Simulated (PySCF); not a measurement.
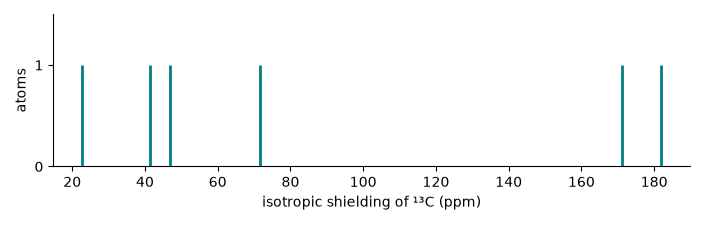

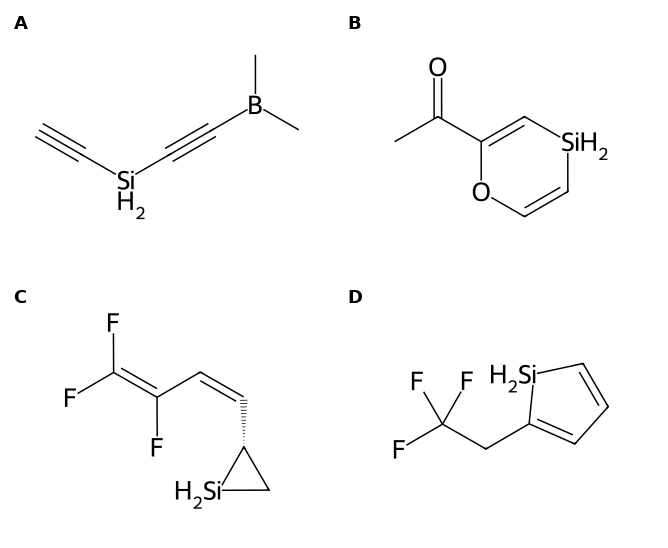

The sticks are computed shieldings of one of the molecules, for one fixed geometry (PBE0-D3(BJ)/def2-SVP) without averaging over rotations. Low shielding means a high chemical shift. Method: GIAO PBE0/pcSseg-1 NMR shielding, non-relativistic, gas phase (PySCF 2.14.0).

Question: Match the spectrum to a structure.

Answer: C, `FC(F)=C(F)/C=C\[C@@H]1C[SiH2]1`. Its 6 C atoms give lines at 22.7, 41.3, 47.0, 71.6, 171.3, 181.8 ppm.

The geometry is semi-empirical. Around B, Si such bond lengths and angles can be off by a tenth of an ångström or more and by several degrees, and values that hang on the shape move with them.
